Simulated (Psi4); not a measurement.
**CH5BN− (SMILES [BH3-]N=C): CCSD(T)/aug-cc-pVDZ**

What is the energy change on altering one bond length of CH5BN− at CCSD(T)/aug-cc-pVDZ? 

The results are computed with Psi4 1.11.

## 1. The system as given

The species is CH5BN− (8 atoms), meant as a singlet with charge -1. SMILES: `[BH3-]N=C`. The coordinates come from a GFN2-xTB relaxation.

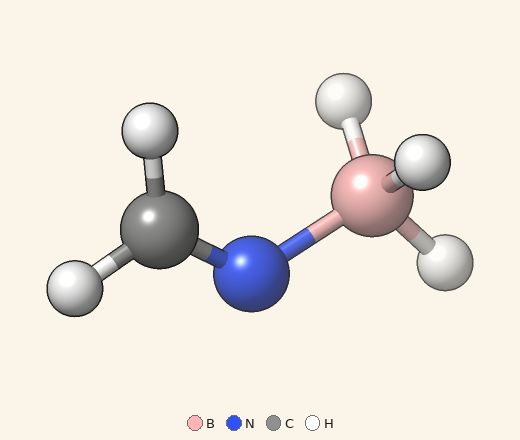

Viewed from a chosen angle; boron pink, nitrogen blue, carbon grey, hydrogen white.

## 2. The energy at CCSD(T)/aug-cc-pVDZ

input.json

```json
{
  "schema_name": "qcschema_input",
  "schema_version": 1,
  "molecule": {
    "schema_name": "qcschema_molecule",
    "schema_version": 2,
    "symbols": ["B", "N", "C", "H", "H", "H", "H", "H"],
    "geometry": [0.31293865, 1.95142568, 0.59904318, 1.27894774, -0.64883746, -0.32176367, -0.1476821, -2.44379382, -0.77592155, -1.17816865, 2.82676572, -0.94682838, 2.12989142, 3.35872362, 0.83200862, -0.75606053, 1.69661501, 2.6405899, -2.25323384, -2.46150056, -0.60110298, 0.61336731, -4.2793793, -1.42606292],
    "molecular_charge": -1,
    "molecular_multiplicity": 1,
    "fix_symmetry": "c1"
  },
  "driver": "energy",
  "model": {
    "method": "ccsd(t)",
    "basis": "aug-cc-pVDZ"
  },
  "keywords": {
    "puream": true,
    "e_convergence": 1e-09,
    "d_convergence": 1e-08,
    "scf_type": "pk",
    "num_frozen_docc": 3
  }
}
```

Started as:

```
psi4 --qcschema input.json -n 1 --memory 1600MB
```

stdout:

```text
[...]
  Running in c1 symmetry.
[...]
  Nuclear repulsion =   63.941238482815528
[...]
  Multiplicity = 1
[...]
  Nalpha       = 12
  Nbeta        = 12
[...]
    Number of basis functions: 114
[...]
   @RHF iter   1:  -119.70269015561837   -8.49221e-01   4.74611e-03 ADIIS/DIIS
[...]
   @RHF iter  12:  -119.89209538330607   -5.54223e-12   3.16514e-09 DIIS
[...]
    Orbital Energies [Eh]
    ---------------------
    Doubly Occupied:
       1A    -15.343013     2A    -11.078446     3A     -7.326497
       4A     -0.993924     5A     -0.628323     6A     -0.498820
       7A     -0.418274     8A     -0.340692     9A     -0.281605
      10A     -0.221717    11A     -0.176950    12A     -0.155372
[...]
  @RHF Final Energy:  -119.89209538330607
   => Energetics <=
    Nuclear Repulsion Energy =             63.9412384828155282
    One-Electron Energy =                -292.7394045878305064
    Two-Electron Energy =                 108.9060707217089146
    Total Energy =                       -119.8920953833060707
[...]
 Multipole Moments:
 ------------------------------------------------------------------------------------
     Multipole            Electronic (a.u.)      Nuclear  (a.u.)        Total (a.u.)
 ------------------------------------------------------------------------------------
 L = 1.  Multiply by 2.5417464519 to convert [e a0] to [Debye]
 Dipole X            :          1.4285364           -1.7273632           -0.2988268
 Dipole Y            :         -2.0838348            0.3230677           -1.7607671
 Dipole Z            :         -0.8010440            0.2609916           -0.5400525
 Magnitude           :                                                    1.8658121
[...]
      * MP2 total energy                      = -120.331613672377060
[...]
      * CCSD total energy                     = -120.368839292506053
[...]
      * CCSD(T) total energy                  = -120.386793648666497
[...]
```

The result, in JSON:

```text
{
 "driver": "energy",
 "model": {
  "method": "ccsd(t)",
  "basis": "aug-cc-pVDZ"
 },
 "success": true,
 "return_result": -120.3867936486665,
 "properties": {
  "calcinfo_nbasis": 114,
  "calcinfo_nmo": 114,
  "calcinfo_nalpha": 12,
  "calcinfo_nbeta": 12,
  "calcinfo_natom": 8,
  "nuclear_repulsion_energy": 63.94123848281553,
  "return_energy": -120.3867936486665,
  "scf_one_electron_energy": -292.7394045878305,
  "scf_two_electron_energy": 108.90607072170891,
  "scf_dipole_moment": [-0.2988267697365421, -1.760767076258166, -0.5400524684168236],
  "scf_total_energy": -119.89209538330607,
  "scf_iterations": 12,
  "mp2_same_spin_correlation_energy": -0.1005483203925272,
  "mp2_opposite_spin_correlation_energy": -0.3389699686780672,
  "mp2_singles_energy": -1.0223314260279759e-24,
  "mp2_doubles_energy": -0.4395182890705944,
  "mp2_correlation_energy": -0.4395182890705944,
  "mp2_total_energy": -120.33161367237706,
  "ccsd_same_spin_correlation_energy": -0.09136531750975052,
  "ccsd_opposite_spin_correlation_energy": -0.385378591689834,
  "ccsd_singles_energy": 0.0,
  "ccsd_doubles_energy": -0.47674390919958454,
  "ccsd_correlation_energy": -0.47674390919958404,
  "ccsd_total_energy": -120.36883929250605,
  "ccsd_iterations": 18,
  "ccsd_prt_pr_correlation_energy": -0.49469826536002914,
  "ccsd_prt_pr_total_energy": -120.3867936486665
 }
}
```

It took 70 s on 1 thread of Intel Xeon Platinum 8488C (Sapphire Rapids), shared host; peak memory 1.3 GiB.

## 3. The distorted shape, same level

ch5bn.xyz

```xyz
8
CH5BN
B      0.250475     1.052881     0.154907
N      0.761665    -0.323119    -0.332363
C      0.006725    -1.272969    -0.572693
H     -0.538585     1.516091    -0.663133
H      1.211965     1.797591     0.278187
H     -0.400090     0.897810     1.397340
H     -1.107485    -1.282339    -0.480183
H      0.409455    -2.244319    -0.916733
```

run.py

```python
import psi4

psi4.set_memory('1600 MB')
psi4.set_num_threads(1)
psi4.core.set_output_file('run.log', False)

with open('ch5bn.xyz') as f:
    atoms = ''.join(f.readlines()[2:])
geom = psi4.geometry('-1 1\n' + atoms + 'symmetry c1')

psi4.set_options(dict(puream=True, e_convergence=1e-09, d_convergence=1e-08, scf_type='pk', num_frozen_docc=3))

e_tot = psi4.energy("ccsd(t)/aug-cc-pVDZ")
print(f'total energy {e_tot:.8f} hartree = {e_tot * 27.211386:.5f} eV')
```

Started as:

```
python run.py
```

run.log:

```text
[...]
  Running in c1 symmetry.
[...]
  Nuclear repulsion =   63.480371492855106
[...]
  Multiplicity = 1
[...]
  Nalpha       = 12
  Nbeta        = 12
[...]
    Number of basis functions: 114
[...]
   @RHF iter   1:  -119.70003820945823   -9.00372e-01   4.68607e-03 DIIS/ADIIS
[...]
   @RHF iter  13:  -119.88611230851501   -2.20268e-11   4.93954e-09 DIIS
[...]
    Orbital Energies [Eh]
    ---------------------
    Doubly Occupied:
       1A    -15.347829     2A    -11.083630     3A     -7.350802
       4A     -0.998934     5A     -0.632524     6A     -0.498921
       7A     -0.422522     8A     -0.338324     9A     -0.279373
      10A     -0.227301    11A     -0.172284    12A     -0.156620
[...]
  @RHF Final Energy:  -119.88611230851501
   => Energetics <=
    Nuclear Repulsion Energy =             63.4803714928551059
    One-Electron Energy =                -291.7148413006840428
    Two-Electron Energy =                 108.3483574993139200
    Total Energy =                       -119.8861123085150098
[...]
 Multipole Moments:
 ------------------------------------------------------------------------------------
     Multipole            Electronic (a.u.)      Nuclear  (a.u.)        Total (a.u.)
 ------------------------------------------------------------------------------------
 L = 1.  Multiply by 2.5417464519 to convert [e a0] to [Debye]
 Dipole X            :          1.6088418           -1.7993419           -0.1905001
 Dipole Y            :         -2.0865614            0.3059107           -1.7806507
 Dipole Z            :         -1.1859541            0.3984555           -0.7874987
 Magnitude           :                                                    1.9563132
[...]
      * MP2 total energy                      = -120.325303319469938
[...]
      * CCSD total energy                     = -120.363155881103054
[...]
      * CCSD(T) total energy                  = -120.381284611749876
```

Standard output:

```text
total energy -120.38128461 hartree = -3275.74160 eV
```

Wall time 76 s (1 thread of Intel Xeon Platinum 8488C (Sapphire Rapids), shared host); peak memory 1.3 GiB.

## 4. Outcome

Level: CCSD(T)/aug-cc-pVDZ, 3 core orbitals frozen.

| quantity | value |
| --- | --- |
| first shape: total energy | -120.38679 Eh |
| first shape: HOMO energy (Hartree–Fock orbitals) | -4.23 eV |
| first shape: LUMO energy (Hartree–Fock orbitals) | 3.85 eV |
| first shape: HOMO–LUMO gap (to an unbound level, set by the basis) | 8.07 eV |
| first shape: correlation energy (3 core orbitals frozen) | -494.7 mEh |
| first shape: (T) correction | -17.95 mEh |
| first shape: T1 diagnostic | 0.015 |
| distorted shape: total energy | -120.38128 Eh |
| distorted shape: HOMO energy (Hartree–Fock orbitals) | -4.26 eV |
| distorted shape: LUMO energy (Hartree–Fock orbitals) | 3.82 eV |
| distorted shape: HOMO–LUMO gap (to an unbound level, set by the basis) | 8.09 eV |
| distorted shape: correlation energy (3 core orbitals frozen) | -495.2 mEh |
| distorted shape: (T) correction | -18.13 mEh |
| distorted shape: T1 diagnostic | 0.015 |
| energy change with the B1–H6 bond stretched from 1.227 to 1.411 Å | 0.150 eV |

With the B1–H6 bond stretched from 1.227 to 1.411 Å the energy rises by 0.15 eV (3.5 kcal/mol). The first shape isn't relaxed at this level, so the change isn't measured from a minimum. The triples (first shape) make up 3.6 % of the correlation energy. The triples (distorted shape) make up 3.7 % of the correlation energy.
